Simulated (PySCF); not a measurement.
Vertical excitations of a molecule C₅H₇F from TDA-PBE/def2-SVPD (PySCF), as energy in eV (oscillator strength): 6.11 (0.019), 6.61 (0.016), 6.78 (0.070), 7.06 (0.031), 7.36 (0.005), 7.55 (0.014), 7.56 (0.063), 7.71 (0.068), 7.92 (0.013), 7.96 (0.006). Lowest triplet (TDA): 4.45 eV. Coordinates come from a B3LYP-D3(BJ)/def2-SVP optimisation. Other conformers were not sampled.

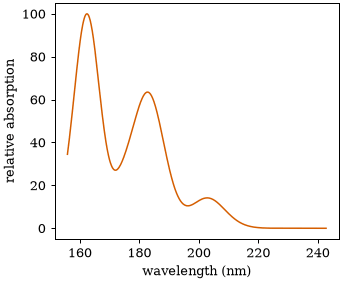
Figure: The lines broadened by 0.4 eV.

### Question
Which molecule gave these data?
A. C[C@H]1C=C(F)C1
B. CC1=CC[C@@H]1F
C. C=C1CC(F)C1
D. C[C@@]1(F)C=CC1

### Answer
A, C[C@H]1C=C(F)C1
